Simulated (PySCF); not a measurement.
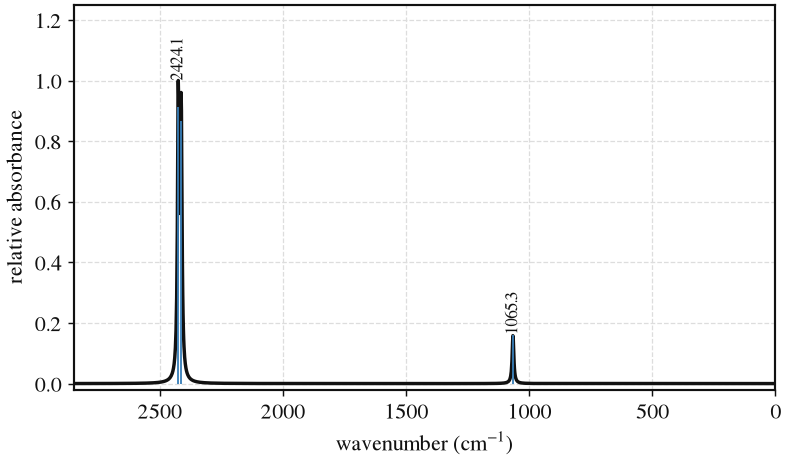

Unscaled harmonic wavenumbers and double-harmonic intensities, B3LYP/def2-TZVP in PySCF 2.14.0, isolated molecule. Structures are the lowest points that the searches found. Degenerate modes count as one line, with their intensities summed. Lorentzian lines of 8 cm⁻¹ full width. Close modes add up in the curve.

**Whose IR spectrum is this?**
A. GeF₄, singlet
B. NH₃, singlet
C. SiF₂, singlet
D. SeH₂, singlet

D. It has its most intense lines at 2424.1, 2412.2 and 1065.3 cm⁻¹.

Caveats: no scalar relativity.
